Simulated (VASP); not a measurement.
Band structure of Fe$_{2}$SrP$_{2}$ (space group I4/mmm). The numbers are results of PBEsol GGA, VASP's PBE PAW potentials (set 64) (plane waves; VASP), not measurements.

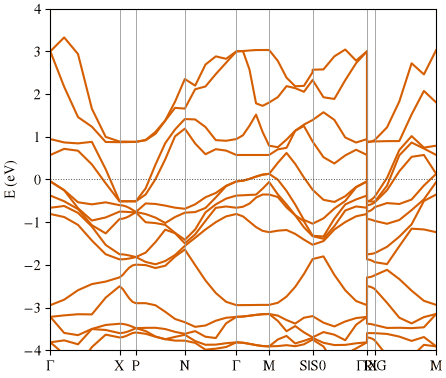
Fig. 1. Bands along high-symmetry lines, zero at the valence-band maximum or, without a gap, the Fermi level

**Question.** Read the plot: is there a gap, and where are the band edges?

**Answer.** It has no gap at this level: it comes out as a metal or semimetal.

The structure comes from a computed database's Fe2SrP2 entry; how it stands against other phases isn't given here. The cell was not relaxed at this level. The k-mesh is coarse (spacing up to 0.33 per Å, 2π included), so the numbers may not be converged in it. The run is not spin-polarised, so no magnetic state was tried.
